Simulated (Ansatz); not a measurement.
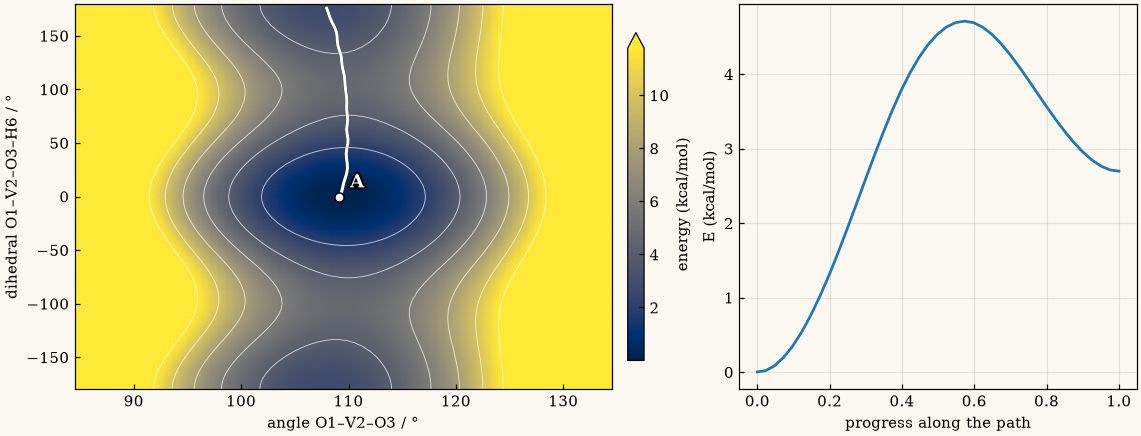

F2HO2V, SMILES [O]=[V]([OH])([F])[F]. The first coordinate is: angle O1–V2–O3; the second: dihedral O1–V2–O3–H6. Nothing is relaxed (all other coordinates rigid). The grid has 9 × 10 points; 54 points were computed and 36 follow by symmetry. Points are written as (first, second). All energies are given in kcal/mol relative to the lowest grid point. Level of theory: RHF/def2-TZVP in Ansatz 0.2.0.

The picture shows a smooth colour map with a few white contour lines, a line along the lowest path, one colour for all values above the top of the scale, the energy along the path at the right, the start A. Between grid points the surface is interpolated.

Q: Describe the path and its barrier.

A: The easiest path leads from the well at (109.5°, 0°) to the well at about (108°, −180°), about 2.7 kcal/mol higher. Its highest point lies about 4.7 kcal/mol above the bottom of the first well on the interpolated surface, at (109.5°, 108°). Seen from the upper well the barrier is about 2 kcal/mol. The start is the relaxed structure and all else is held, so a fully relaxed path at this level can only be lower.
